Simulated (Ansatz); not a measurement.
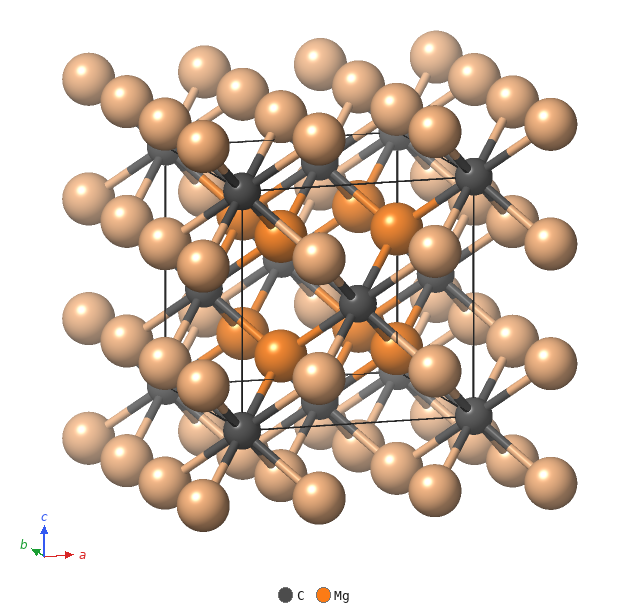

Ball-and-stick drawing of the structure, looking slightly off an axis. One conventional unit cell is outlined, and atoms on its boundary appear in each equivalent place. Neighbours across the faces are drawn wherever a bond reaches them, in fainter colours.

Mg2C, antifluorite, space group Fm-3m (No. 225), a = 5.395 Å, b = 5.395 Å, c = 5.395 Å, α = 90.00°, β = 90.00°, γ = 90.00°. The cell started as a structure type filled with these elements by a generator (whether the compound takes this form wasn't checked). The cell was then strained or its atoms displaced on purpose. It was run through Ansatz as a DFT input.

This one geometry was computed with Ansatz (DFT, plane waves, PAW) at three levels of theory: PBE, HSE06 and r2SCAN. It was relaxed with r2SCAN and then strained.

Which level gives the highest pressure at this volume, and what does that say about its equilibrium volume?

Highest: PBE (3.5 GPa), which points to the largest equilibrium volume. Lowest, with the smallest volume: HSE06 (1.1 GPa) and r2SCAN (1.5 GPa). Levels within 0.5 GPa of each other can't be told apart.

How does the band gap change with the level of theory?

PBE: a gap of 0.75 eV, indirect; r2SCAN: a gap of 1.12 eV, indirect; HSE06: a gap of 1.40 eV, indirect.

Collect the results in a table.

| level | cutoff (eV) | k-mesh of the run's cell | gap (eV) | pressure (GPa) |
| --- | --- | --- | --- | --- |
| PBE | 420 | 8×8×8 | 0.75 | 3.5 |
| HSE06 | 420 | 6×6×6 | 1.40 | 1.1 |
| r2SCAN | 500 | 8×8×8 | 1.12 | 1.5 |

Gaps are taken on the k-mesh or band path of each run.
